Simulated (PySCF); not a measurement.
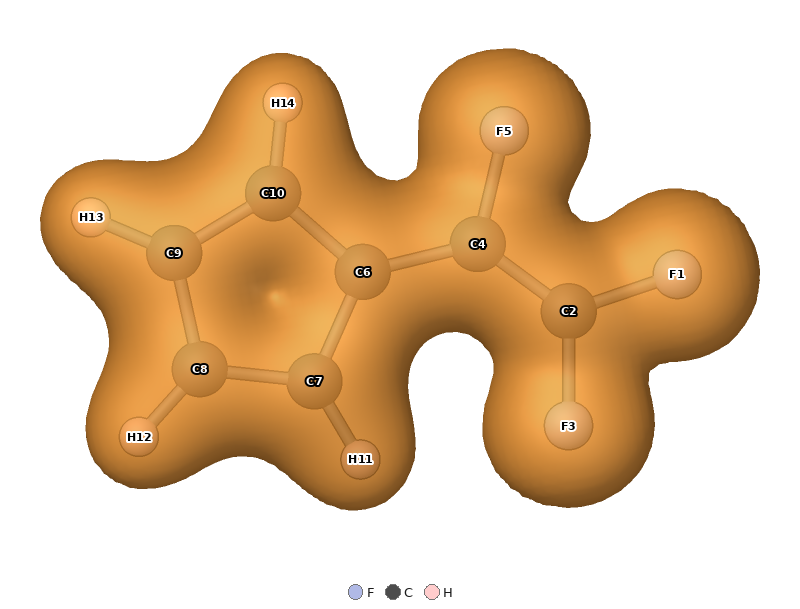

The picture shows: C7H4F3 (SMILES FC(F)=C(F)c1cc[cH-]c1) (charge −1). Isosurface of the total electron density at 0.2 e/Å³ (orange), seen across its widest extent.

Geometry: GFN2-xTB, NEB image 0 of 0 to 8.

Theory: PySCF 2.14.0, PBE0/pcSseg-1, SCF density, gas phase, non-relativistic.

```xyz
14

F     3.7928   -0.5111   -0.0987
C     2.4413   -0.7023   -0.0773
F     2.1906   -2.0325   -0.1125
C     1.5204    0.2805   -0.0273
F     2.0762    1.5398   -0.0003
C     0.1123    0.2071    0.0008
C    -0.6914   -0.9616   -0.0173
C    -2.0087   -0.5692    0.0256
C    -2.0567    0.8395    0.0708
C    -0.7682    1.3180    0.0557
H    -0.3213   -1.9720   -0.0579
H    -2.8692   -1.2237    0.0253
H    -2.9574    1.4358    0.1105
H    -0.4615    2.3512    0.0805
```

Q: How is the density connected at this value?

A: At this value the surface is in one piece. It bridges the sampled C–C (1.35 Å), C–F (1.35 Å), C–H (1.08 Å) and C–C (1.41 Å) contacts, where the density stays above the isovalue. On the grid the lowest density along these lines, outside the cores, is 2.2 e/Å³ (C–C, 1.35 Å), 1.7 e/Å³ (C–F, 1.35 Å), 1.9 e/Å³ (C–H, 1.08 Å) and 2 e/Å³ (C–C, 1.41 Å).
